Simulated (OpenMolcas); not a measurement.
# BClF2 (chlorodifluoroborane) at HF/cc-pVQZ (RICD fitting)

What is the vertical electron affinity of BClF2 (chlorodifluoroborane) at HF/cc-pVQZ (RICD fitting)? 

The calculation is run with OpenMolcas 26.06.

**1. Starting point**

BClF2: 4 atoms, total charge 0, spin state singlet. As SMILES, `FB(F)Cl`. The shape is that of a PBE0-D4/def2-TZVP optimisation.

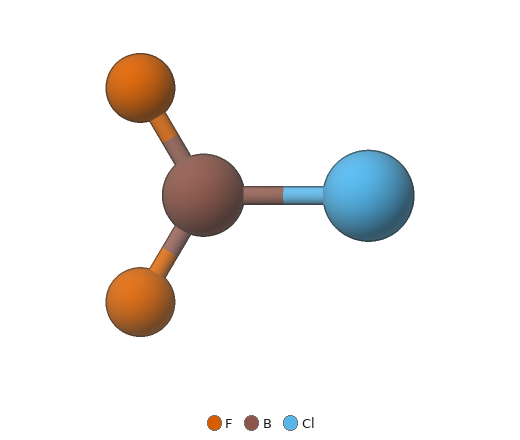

The structure, seen from a chosen angle (fluorine orange, boron brown, chlorine blue).

**2. Energy and forces at HF/cc-pVQZ (RICD fitting)**

File geom.xyz:

```xyz
4

F     -0.173700    -1.254300    -0.546300
B     -0.067100    -0.041300    -0.062000
F     -1.011600     0.830100    -0.317700
Cl     1.307900     0.405300     0.905700
```

File job.input:

```
&GATEWAY
  BasLib=$CurrDir
  Coord=geom.xyz
  Basis=cc-pVQZ
  Group=NoSym
  RICD

&SEWARD

&SCF
  PrOrbitals=1 1

&ALASKA
```

The basis set cc-pVQZ is read from a file made from the Basis Set Exchange's data (not shown).

Command:

```bash
$ export MOLCAS_MEM=1860
$ pymolcas job.input > job.log
```

Log:

```text
--- Start Module: gateway ---
[...]
--- Stop Module: gateway /rc=_RC_ALL_IS_WELL_ ---
[...]
      Basis functions          224
[...]
--- Start Module: scf ---
[...]
       Convergence after  11 Iterations
[...]
::    Total SCF energy                               -683.3638927286
[...]
      Total spin, S                                     0.0000000000
[...]
      Total electronic charge=   40.000000
      Total            charge=   -0.000000
[...]
      Dipole Moment (debye):
      Origin of the operator (angstrom)=    0.2677    0.0674    0.1736
                   X=  2.5059E-01               Y=  8.2235E-02               Z=  1.7694E-01           Total=  3.1759E-01
      Quadrupole Moment (debye*angstrom):
[...]
--- Stop Module: scf /rc=_RC_ALL_IS_WELL_ ---
[...]
--- Start Module: alaska ---
[...]
 *              Molecular gradients               *
 **************************************************
  Irreducible representation: a
 ------------------------------------------------------------------------------------------
                              X                       Y                       Z
 ------------------------------------------------------------------------------------------
  F1               -6.85295592815383E-04   -1.83795909871769E-02   -6.79540937193135E-03
  B2                1.58903944176721E-02    5.28664767207135E-03    1.12522588890673E-02
  F3               -1.34954836622807E-02    1.36469299383801E-02   -3.24493140674509E-03
  CL4              -1.70961515861734E-03   -5.53986616444568E-04   -1.21191810830368E-03
 ------------------------------------------------------------------------------------------
--- Stop Module: alaska /rc=_RC_ALL_IS_WELL_ ---
[...]
```

Run time: 68 s. Hardware: 1 thread of Intel Xeon Platinum 8259CL at 2.50GHz (Skylake/Cascade Lake), shared host; peak memory 1.2 GiB.

**3. The doublet anion, same level**

geom.xyz is that of step 2.

File job.input:

```
&GATEWAY
 BasLib = $CurrDir
 Coord = geom.xyz
 Basis = cc-pVQZ
 Group = NoSym
 RICD

&SEWARD

&SCF
 UHF
 Charge = -1
 Spin = 2
 PrOrbitals = 1 1

&ALASKA
```

The basis set cc-pVQZ is read from a file made from the Basis Set Exchange's data (not shown).

Command:

```bash
$ export MOLCAS_MEM=1860
$ pymolcas job.input > job.log
```

Log:

```text
--- Start Module: gateway ---
[...]
--- Stop Module: gateway /rc=_RC_ALL_IS_WELL_ ---
[...]
      Basis functions          224
[...]
--- Start Module: scf ---
[...]
       Convergence after  19 Iterations
[...]
::    Total SCF energy                               -683.2582013426
[...]
      Total spin, S                                     0.5051718268
[...]
      Total electronic charge=   41.000000
      Total            charge=   -1.000000
[...]
      Dipole Moment (debye):
      Origin of the operator (angstrom)=    0.2677    0.0674    0.1736
                   X=  3.6292E-01               Y=  1.2047E-01               Z=  2.3876E-01           Total=  4.5081E-01
      Center of Charge (angstrom)
[...]
--- Stop Module: scf /rc=_RC_ALL_IS_WELL_ ---
[...]
--- Start Module: alaska ---
[...]
 *              Molecular gradients               *
 **************************************************
  Irreducible representation: a
 ------------------------------------------------------------------------------------------
                              X                       Y                       Z
 ------------------------------------------------------------------------------------------
  F1                7.25306193584085E-03    5.75864066180927E-02    2.46074158752974E-02
  B2               -1.48775985564918E-02   -4.59342766272189E-03   -1.12810652597264E-02
  F3                4.66747703791555E-02   -4.02837919977195E-02    1.39207712022622E-02
  CL4              -3.90502337540077E-02   -1.27091869523008E-02   -2.72471218177390E-02
 ------------------------------------------------------------------------------------------
--- Stop Module: alaska /rc=_RC_ALL_IS_WELL_ ---
[...]
```

Run time: 2.2 min. Hardware: 1 thread of Intel Xeon Platinum 8259CL at 2.50GHz (Skylake/Cascade Lake), shared host; peak memory 1.2 GiB.

**4. What came out**

Level: HF/cc-pVQZ (RICD fitting).

| quantity | value |
| --- | --- |
| singlet BClF2: total energy | -683.36389 Eh |
| singlet BClF2: dipole moment | 0.32 D |
| singlet BClF2: HOMO energy | -13.50 eV |
| singlet BClF2: LUMO energy | 3.44 eV |
| singlet BClF2: HOMO–LUMO gap | 16.94 eV |
| singlet BClF2: largest force on an atom | 1.037 eV/Å |
| doublet anion: total energy | -683.25820 Eh |
| doublet anion: HOMO energy (highest over α and β) | 2.09 eV |
| doublet anion: LUMO energy (lowest over α and β) | 8.29 eV |
| doublet anion: ⟨S²⟩ | 0.760 |
| doublet anion: largest force on an atom | 3.250 eV/Å |
| vertical electron affinity (to the doublet anion) | -2.876 eV |

The anion lies 2.88 eV (277 kJ/mol) above the neutral: the electron isn't bound at this level, and such a value depends on the basis. Without diffuse functions anions come out too high. Hartree–Fock misses the correlation that binds many anions. The largest force (singlet BClF2) is 1.04 eV/Å: the shape isn't a stationary point for this species at this level. The HOMO (doublet anion) lies at positive energy, 2.09 eV: the electron is unbound at this level or held by a compact basis; values depend on the basis.
